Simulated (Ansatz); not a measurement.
# How fast states decay through Na3YCl3F3, part 3 of 3

Wanted: the relaxed cell of Na3YCl3F3, its band edges and its decay constants. It is built by putting F for part of the Cl in the Na3YCl6 structure of space group R-3, with the volume rescaled by atomic radii. The parent structure comes from the Materials Project.

Ansatz 0.2.0; PBE DFT, plane waves, PAW files (the session's first sound run).

So far, gap on the k-mesh (eV): step 3 (the bulk crystal and its band edges) 4.96.

The structure was built from a prototype and need not be the compound's stable phase.

## 6. Band edges at another level, cutoff 1320 eV

This step: PBE DFT, plane waves, norm-conserving files (Ansatz 0.2.0).

The edges again with norm-conserving files, at the same atoms. Against that run the cutoff is 1320 eV against 420.

input.yaml reads:

```yaml
crystal:
  lattice:
    - [3.3665375167, 1.8221047259, 5.7803937667]
    - [-3.1238616428, 1.7858055718, 5.6546837016]
    - [0.0899019474, -3.8197949134, 5.7868983731]
  atoms:
    - { symbol: Na, position: [0.330272064, 0.1638215454, 0.2429885921] }
    - { symbol: Na, position: [0.459953897, 0.4889872082, 0.5753338272] }
    - { symbol: Na, position: [0.8360803272, 0.7822140015, 0.7672194709] }
    - { symbol: "Y", position: [-0.0031870595, 0.0503910731, -0.0604719599] }
    - { symbol: F, position: [0.0832161097, 0.3859636037, 0.7549629901] }
    - { symbol: Cl, position: [0.3578387708, 0.8154679142, 0.1140164952] }
    - { symbol: Cl, position: [0.6703372493, 0.1146688727, 0.3810329591] }
    - { symbol: F, position: [0.1794649804, 0.9006096647, 0.6472325731] }
    - { symbol: F, position: [0.665106131, 0.208224043, 0.8672870728] }
    - { symbol: Cl, position: [0.92091753, 0.5896520735, 0.2103979795] }
kpoints:
  mp_grid: { grid: [4, 4, 4] }
  band_path: { path: [VBM, CBM], npoints: 30 }
scf:
  occupations: { method: fixed }
hamiltonian:
  xc: pbe
  pseudopotentials: { kind: nc }
output:
  eigenvalues: true
```

Started as:

```sh
> ansatz run input.yaml --threads 2 --pin off --max-ram 4096MiB --backend cpu --events-out ev --progress --plain --runs-dir out
```

Numbers of over 12 decimals in the logs are rounded to 6 here.

What it wrote:

```text
[...]
Crystal: 10 atoms, lattice volume = 209.419 Å³
Basis set: ecut = 1320 eV, 22843 PW (Γ)
Bands: 50, of which v1, the nominal top of the filled ones, is band 40 counted from 1 (39 counted from 0)
Symmetry: 1 space group operations
[...]
k-points: 36 of 64 (time reversal used)
[...]
SCF iter   1: F=—  HF=-8260.717950 eV  |F-HF|=—  |Δ(HF+E_count)|=         —  Δρ=1.54e-1  dr2=4.02e1  ethr=3.10e-3  ⟨swp⟩=6.1  Hψ=7639  notcnv=0  defer=231
[...]
SCF iter  11: F=-8249.347176 eV  HF=-8249.347176 eV  |F-HF|=2.32e-8  |Δ(HF+E_count)|=   1.98e-7  Δρ=6.77e-6  dr2=6.23e-8  ethr=1.25e-10  ⟨swp⟩=15.9  Hψ=10435  notcnv=0
SCF 1 converged in 11 iterations: F = -8249.347176 eV  dr2 = 6.23e-8
[...]
SCF converged after 11 iterations
Free energy (F): -8249.347176 eV
[...]
Internal energy: -8249.347176 eV  (E = F + TS)
E sigma→0 (E₀):  -8249.347176 eV
Fermi energy:    1.535827 eV
[...]
--- Band table (eV; the first three rows and the last of 36) ---
  k-point 0: bands = [... 36 lower, 0.9339, 0.9715, 1.1639, 1.5358, 6.4931, 7.5031, 7.6673, 7.8811, ... 6 higher]
  k-point 1: bands = [... 36 lower, 0.7782, 0.9759, 1.1891, 1.5310, 7.0971, 7.5007, 7.6512, 7.8150, ... 6 higher]
  k-point 2: bands = [... 36 lower, 0.7948, 0.9661, 1.2148, 1.5235, 7.4848, 7.6256, 7.7030, 8.2311, ... 6 higher]
  k-point 35: bands = [... 36 lower, 0.8087, 0.9279, 1.1159, 1.2724, 7.5183, 7.6339, 7.7063, 8.1247, ... 6 higher]
```

It took 8.5 min on 2 threads of Arm Neoverse V2, shared host; peak memory 3.1 GiB; 17 min of CPU time.

Numbers from this step:

```
free energy  : -8249.3472 eV
Fermi energy : 1.536 eV
```

Levels at VBM (eV): -3.13, -3.00, -2.97, -2.87, -2.83, -2.66, -2.40, -2.23, -2.16, -1.67, -1.42, -1.23, -1.08, -0.81, -0.60, -0.56, -0.37, 0.00, 4.96, 5.97, 6.13, 6.35, 7.69.

The searched edges give 4.96 eV, as on the mesh.

## 7. Complex bands at another level

This step: PBE DFT, plane waves, norm-conserving files; complex bands by layer matching along the plane's normal (Ansatz 0.2.0).

The complex bands at that level, over its own gap, at (0, 0) and (0.5, 0).

input.yaml reads:

```yaml
crystal:
  lattice:
    - [6.93300747, 0.0, 0.0]
    - [3.265966019, 5.610335807, 0.0]
    - [3.068430183, 2.040744604, 5.384005217]
  atoms:
    - { symbol: Na, position: [0.7370822015, 0.8361784546, 0.7570114079] }
    - { symbol: Na, position: [0.5242749324, 0.5110127918, 0.4246661728] }
    - { symbol: Na, position: [0.3855137996, 0.2177859985, 0.2327805291] }
    - { symbol: "Y", position: [0.9867320537, 0.9496089269, 0.0604719599] }
    - { symbol: F, position: [0.2241427035, 0.6140363963, 0.2450370099] }
    - { symbol: Cl, position: [0.2873231802, 0.1845320858, 0.8859835048] }
    - { symbol: Cl, position: [0.1660390811, 0.8853311273, 0.6189670409] }
    - { symbol: F, position: [0.7273072182, 0.0993903353, 0.3527674269] }
    - { symbol: F, position: [0.7406172468, 0.791775957, 0.1327129272] }
    - { symbol: Cl, position: [0.720967583, 0.4103479265, 0.7896020205] }
kpoints:
  mp_grid: { grid: [4, 4, 4] }
scf:
  occupations: { method: fixed }
hamiltonian:
  xc: pbe
  pseudopotentials: { kind: nc }
output:
  eigenvalues: true
  transmission:
    leads: [[0, 0]]
    kpoints: [[0.0, 0.0], [0.5, 0.0]]
    e_range: [-1.0, 5.96]
    de: 0.12
```

What it wrote:

```text
Engine: ansatz 0.2.0, aarch64-unknown-linux-gnu
Pseudopotentials: kind: nc
Pseudopotential: Na, nc, valence charge 9, recommended cutoff 1197.300995 eV (normal), Na.nc.azcp
Pseudopotential: Y, nc, valence charge 11, recommended cutoff 979.609905 eV (normal), Y.nc.azcp
Pseudopotential: F, nc, valence charge 7, recommended cutoff 1320 eV (normal), F.nc.azcp
Pseudopotential: Cl, nc, valence charge 7, recommended cutoff 789.130201 eV (normal), Cl.nc.azcp (PseudoDojo's, or run here from an input of PseudoDojo's: the run reads no file of this project's for it)
Functional definition: PBE
  parameter kappa = 0.804
  parameter beta = 0.066725
  exchange = pbe_x(kappa = kappa, mu = beta*pi^2/3)
  correlation = pbe_c(beta = beta)
Error: memory limit exceeded: the `transmission` phase of `transmission` needs 11.86 GiB against the run's memory maximum of 4.00 GiB; largest carriers: transmission 11.44 GiB, unmodelled-tail allowance 0.30 GiB, source scf tables 0.11 GiB, source scf state 0.00 GiB; the layers of output.transmission grow with the square of the cell's cross-section: a lower cutoff or a narrower output.transmission.e_range takes less, and so, most of all in a narrow cell, does a wider de; where no e_range is typed, a fill by count is planned with a gap of 40 thermal energies
with nothing else changed it takes a maximum of at least 11.86 GiB, with nothing to spare, and 13.05 GiB leaves up to a tenth: --max-ram 13.05GiB where that set the maximum, else more of the term that did, and with no share typed, where 13.05 GiB is over 0.88 of the host's memory or its container's limit, a share of 0.88 or more that holds the maximum too (--max-ram-frac F), where one does; The budget is ten eleventh [...]
`transmission` follows the SCF: where the deck gives it k-points, a mesh or a band count of its own, those are what to reduce (not on a resume, whose deck is fixed)
```

Wall time 0.33 s (2 threads); peak memory 0.25 GiB.

The input was rejected at the start.

The program's message: “Error: memory limit exceeded: the `transmission` phase of `transmission` needs 11.86 GiB against the run's memory maximum of 4.00 GiB; largest carriers: transmission 11.44 GiB, unmodelled-tail allowan …”

## 8. The same cell, other settings: basis.ecutrho_ratio = 12

This step: PBE DFT, plane waves, PAW files; complex bands by layer matching along the plane's normal; changed: basis.ecutrho_ratio = 12 (Ansatz 0.2.0).

This run repeats an earlier one, its twin (the complex run, plane (010)), with one setting changed (basis.ecutrho_ratio; files written aside). It is meant to test whether the cutoff of the density is converged. Where the input is shown as a difference, that is against the step before, not the twin.

Changes to input.yaml since step 7:

```diff
@@ -22,3 +22,2 @@
   xc: pbe
-  pseudopotentials: { kind: nc }
 output:
@@ -30 +29,3 @@
     de: 0.12
+basis:
+  ecutrho_ratio: 12
```

What it wrote:

```text
[...]
Crystal: 10 atoms, lattice volume = 209.419 Å³
Basis set: ecut = 420 eV, 4099 PW (Γ)
Bands: 50, of which v1, the nominal top of the filled ones, is band 40 counted from 1 (39 counted from 0)
Symmetry: 1 space group operations
[...]
k-points: 36 of 64 (time reversal used)
[...]
SCF iter   1: F=—  HF=-13989.614854 eV  |F-HF|=—  |Δ(HF+E_count)|=         —  Δρ=8.41e-4  dr2=1.76e-3  ethr=1.77e-3  ⟨swp⟩=5.0  Hψ=6450  notcnv=0  defer=272
[...]
SCF iter   6: F=-13989.614724 eV  HF=-13989.614724 eV  |F-HF|=8.78e-8  |Δ(HF+E_count)|=   5.01e-7  Δρ=4.66e-6  dr2=4.93e-8  ethr=1.25e-10  ⟨swp⟩=9.3  Hψ=7375  notcnv=0
SCF 1 converged in 6 iterations: F = -13989.614724 eV  dr2 = 4.93e-8
[...]
transmission: 11 of 22 steps passed
transmission: 22 of 22 steps passed
SCF converged after 6 iterations
Free energy (F): -13989.614724 eV
[...]
Internal energy: -13989.614724 eV  (E = F + TS)
E sigma→0 (E₀):  -13989.614724 eV
Fermi energy:    1.538240 eV
[...]
--- Band table (eV; the first three rows and the last of 36) ---
  k-point 0: bands = [... 36 lower, 0.9360, 0.9734, 1.1669, 1.5382, 6.4957, 7.5063, 7.6706, 7.8844, ... 6 higher]
  k-point 1: bands = [... 36 lower, 0.7807, 0.9779, 1.1920, 1.5335, 7.0997, 7.5037, 7.6545, 7.8182, ... 6 higher]
  k-point 2: bands = [... 36 lower, 0.7971, 0.9682, 1.2177, 1.5259, 7.4878, 7.6289, 7.7062, 8.2331, ... 6 higher]
  k-point 35: bands = [... 36 lower, 0.7953, 0.9882, 1.1293, 1.4435, 7.3969, 7.6060, 7.7984, 8.3646, ... 6 higher]
--- Transmission ---
  basis      : 343 plane waves across, 11 finite elements along
  points     : 2, as listed
[...]
channels       : 0.000000e0 a spin
[...]
slowest decay  : 0.4279 /Å at (0.0000, 0.0000)
```

Wall time 2.1 min (2 threads); peak memory 1.5 GiB; 3.6 min of CPU time.

Numbers from this step:

```yaml
free_energy: -13989.6147 eV
fermi_energy: 1.538 eV
gap_on_the_k_mesh: 4.958 eV
decay_constant_at_the_filling_level_zone_centre: 0.4279 Å⁻¹
decay_constant_at_the_filling_level_slowest_listed_point: 0.4279 Å⁻¹
```

K parallel (0, 0); values up to 1.5 1/Å, a degenerate pair printed once or twice; energies at which all values exceed this have no row. Im kz of the slowest decaying states against energy, zero at the highest filled level on the SCF mesh:

| energy (eV) | decay 1 (Å⁻¹) | decay 2 (Å⁻¹) | decay 3 (Å⁻¹) | decay 4 (Å⁻¹) |
| --- | --- | --- | --- | --- |
| -1.000 | 0.221 | 0.340 | 0.363 | 0.410 |
| -0.520 | 0.214 | 0.296 | 0.303 | 0.549 |
| -0.040 | 0.301 | 0.382 | 0.597 | 0.654 |
| 0.440 | 0.387 | 0.534 | 0.733 | 0.744 |
| 1.040 | 0.426 | 0.577 | 0.741 | 0.824 |
| 1.520 | 0.439 | 0.599 | 0.747 | 0.841 |
| 2.000 | 0.439 | 0.612 | 0.754 | 0.844 |
| 2.480 | 0.428 | 0.617 | 0.759 | 0.836 |
| 2.960 | 0.406 | 0.616 | 0.759 | 0.821 |
| 3.440 | 0.373 | 0.609 | 0.757 | 0.799 |
| 4.040 | 0.308 | 0.592 | 0.749 | 0.759 |
| 4.520 | 0.223 | 0.570 | 0.716 | 0.739 |
| 5.000 | 0.540 | 0.658 | 0.722 | 0.752 |
| 5.480 | 0.494 | 0.569 | 0.656 | 0.678 |

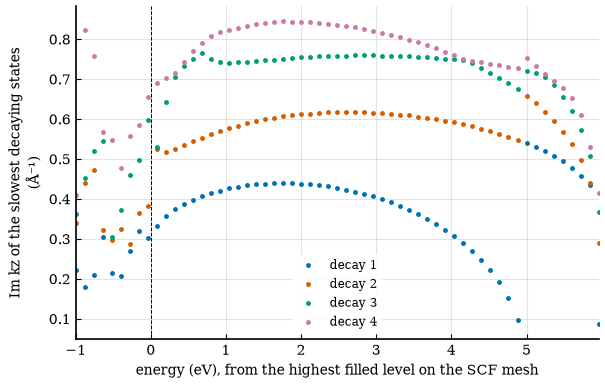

Im kz of the slowest decaying states, plotted against energy.

K parallel (0.5, 0); values up to 1.5 1/Å, a degenerate pair printed once or twice; energies at which all values exceed this have no row. Table of Im kz of the slowest decaying states by energy, zero at the highest filled level on the SCF mesh:

| energy (eV) | decay 1 (Å⁻¹) | decay 2 (Å⁻¹) | decay 3 (Å⁻¹) | decay 4 (Å⁻¹) |
| --- | --- | --- | --- | --- |
| -1.000 | 0.225 | 0.276 | 0.456 | 0.536 |
| -0.520 | 0.273 | 0.426 | 0.468 | 0.767 |
| -0.040 | 0.441 | 0.448 | 0.591 | 0.637 |
| 0.440 | 0.542 | 0.621 | 0.668 | 0.694 |
| 1.040 | 0.593 | 0.666 | 0.730 | 0.779 |
| 1.520 | 0.612 | 0.693 | 0.745 | 0.836 |
| 2.000 | 0.620 | 0.710 | 0.753 | 0.846 |
| 2.480 | 0.619 | 0.719 | 0.754 | 0.848 |
| 2.960 | 0.611 | 0.722 | 0.751 | 0.843 |
| 3.440 | 0.595 | 0.718 | 0.743 | 0.818 |
| 4.040 | 0.563 | 0.704 | 0.730 | 0.757 |
| 4.520 | 0.526 | 0.683 | 0.700 | 0.72 |
| 5.000 | 0.475 | 0.619 | 0.652 | 0.718 |
| 5.480 | 0.401 | 0.481 | 0.600 | 0.670 |

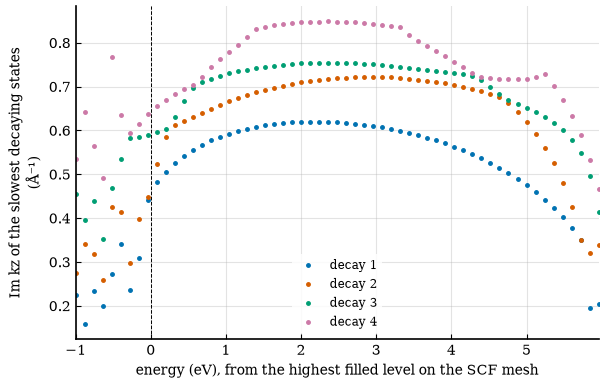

Im kz of the slowest decaying states against energy.

The least decay constant is 0.428 Å⁻¹ against 0.428 Å⁻¹ in the twin: no change within 1 %.

## 9. What came out

- band gap: 4.96 eV
- least decay constant at mid-gap, normal to (010): 0.428 Å⁻¹
- least decay constant at mid-gap, normal to (001): 0.424 Å⁻¹

With PBE, the slowest decay at the wavevectors tried is κ = 0.424 Å⁻¹, normal to (001). Through such a film the transmission near mid-gap falls as exp(−2κd), a factor of ten every 2.7 Å. The directions tried decay at nearly the same rate. A free electron under a barrier of half the gap would need a mass of 0.28 mₑ to decay at this rate. The compound is made up by substitution; its stability against other phases and against distortions of the cell's symmetry was not tested. A semilocal functional narrows gaps, so real decay constants are likely larger.

[Logs are printed without paths, hosts, clocks, repeated set-up lines and the standing remarks that a program may print on its own settings, such as how far it seeks lower states.]

[Hosts, paths, dates, database ids (printed as entryN), source tags and the programs' standing remarks are cut or masked in the printed files.]

[New means built here by substitution; the compound itself may be known and measured.]
